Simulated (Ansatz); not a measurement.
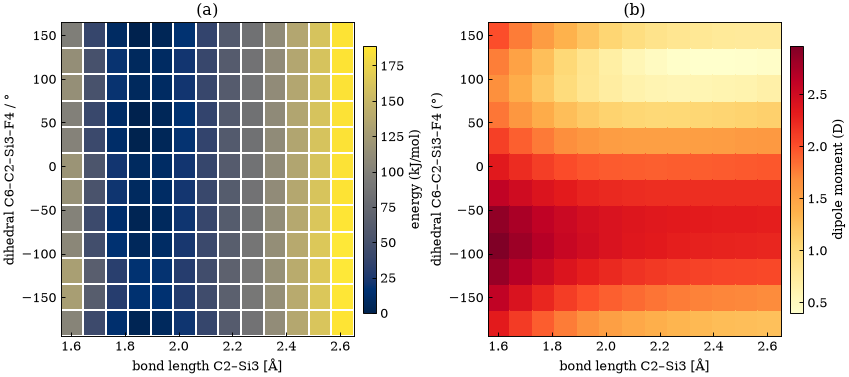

C2H6BFOSi, SMILES OC1([SiH2]F)BC1. 
- Coordinates scanned: (1) bond length C2–Si3; (2) dihedral C6–C2–Si3–F4.
- Nothing is relaxed (all other coordinates rigid).
- The grid has 13 × 12 points.
- Points are written as (first, second).
- All energies are given in kJ/mol relative to the lowest grid point.
- Level of theory: RKS PBE0-D4/def2-SVP (Ansatz).

Panel (a) is the energy; panel (b) is the computed dipole moment, in D.

Drawn: one coloured cell a grid point.

Question: How does the dipole moment vary over the map, and what is it at the lowest grid point?

Answer: Leaving out the highest fifth of the energies, it runs from 0.40 D at (2.358 Å, 120°) to 2.97 D at (1.603 Å, −90°). At the lowest grid point, (1.854 Å, 150°), it is 1.37 D.
